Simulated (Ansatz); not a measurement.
## Electronic structure of CH$_{6}$OSi (SMILES [CH2][SiH2][OH2+]) (charge +1, doublet) in real space

The calculation's input:

```
crystal:
  periodic: [false, false, false]
  atoms:
    - {symbol: C, position_ang: [1.871960, 0.897258, -0.411852]}
    - {symbol: O, position_ang: [1.096773, -1.698122, -1.574046]}
    - {symbol: Si, position_ang: [1.425009, -0.803364, 0.062930]}
    - {symbol: H, position_ang: [1.448557, -2.583738, -1.785852]}
    - {symbol: H, position_ang: [0.421996, -1.433870, -2.227852]}
    - {symbol: H, position_ang: [2.854213, 1.149936, -0.827522]}
    - {symbol: H, position_ang: [1.189558, 1.740626, -0.256523]}
    - {symbol: H, position_ang: [0.125591, -0.963132, 0.740019]}
    - {symbol: H, position_ang: [2.510593, -1.703865, 0.494375]}
basis:
  gaussian:
    orbitals: def2-TZVPD
hamiltonian:
  xc: {name: PBE0}
output: {forces: true, orbitals: {seedname: orbitals}}
total_charge: 1
magnetization:
  spin_polarized: true
  initial_magnetization: 1
```

Run with:

```sh
ansatz run input.yaml --threads 1 --pin off --max-ram 2610MiB --events-out events.jsonl --progress --plain --runs-dir runs
```

Geometry: B3LYP-D3(BJ)/def2-SVP.

All numbers below come from isolated molecule in a Gaussian basis; Kohn-Sham density functional theory, functional PBE0 in Ansatz.

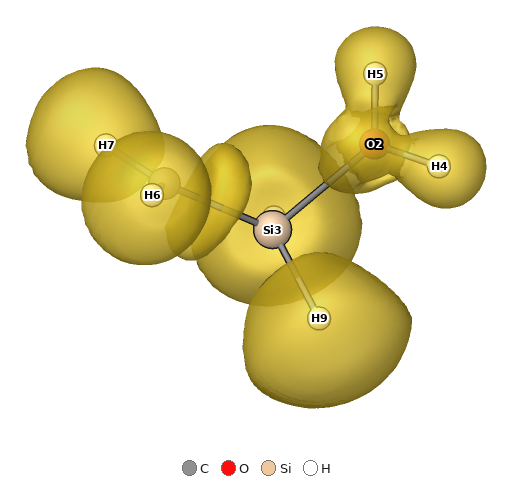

Figure 1. Isosurface of the electron localisation function at 0.8 (yellow), seen at a tilt. Only the valence region is drawn (cores and ρ < 0.01 e/Å³ removed).

> Identify the bonds, lone pairs and shells in this picture.

The ELF exceeds this value in one region between bonded C–Si atoms (shared pairs), four regions around hydrogen nuclei and one joined region spread over several atoms (H, O), in which their bonds and any lone pairs are merged.


C–Si (1.82 Å): the ELF peaks at about 0.95 between the atoms: a covalent bond. Si–O (1.89 Å): the ELF peaks at about 0.90 between the atoms; a shared but strongly polarised pair.

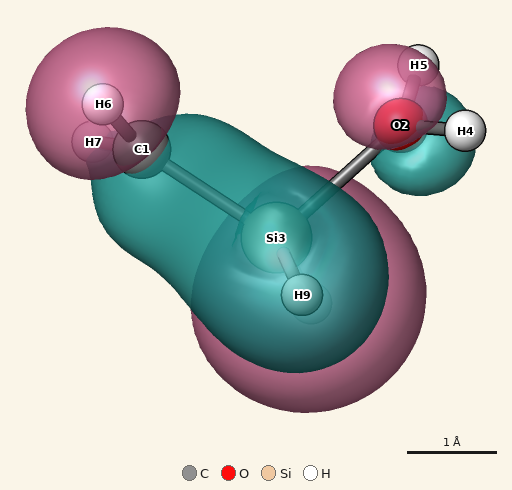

Figure 2. The HOMO−1 (α) at ±0.08 Å⁻³ᐟ² (teal and pink are the two phases), seen across its widest extent.

> Where does this orbital lie, and at what energy?

It lies mainly on Si3 (about 35 %), H8 (about 30 %), C1 (about 10 %) and H9 (about 10 %). Its energy is −15.13 eV.

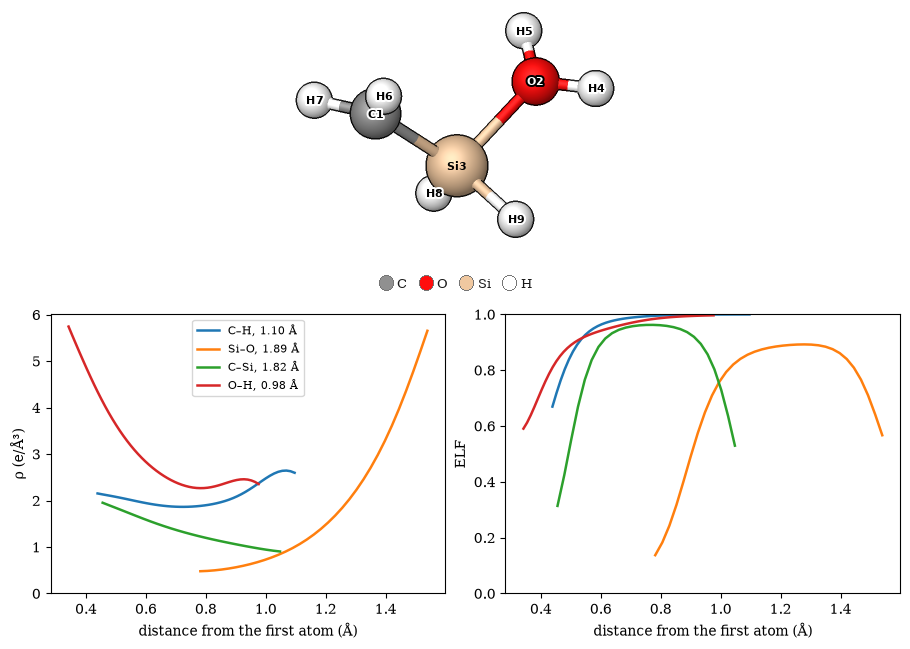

Figure 3. Total electron density and electron localisation function along straight lines between neighbouring atoms. The curves leave out the atomic cores. The structure is drawn too.

> What can be read from the curves?

C–H (1.10 Å): the density is about 2 e/Å³ at the midpoint; the ELF climbs to about 1 towards the hydrogen, as it does in any bond to H (an ordinary covalent bond to hydrogen).
Si–O (1.89 Å): the density is about 0.63 e/Å³ at the midpoint; the ELF peaks at about 0.90 between the atoms: a polar covalent bond.
C–Si (1.82 Å): ρ is about 1 e/Å³ halfway; the ELF peaks at about 0.95 between the atoms: localised, covalent bonding.
O–H (0.98 Å): ρ is about 3.8 e/Å³ halfway; the ELF climbs to about 1 towards the hydrogen: an ordinary covalent bond to hydrogen.
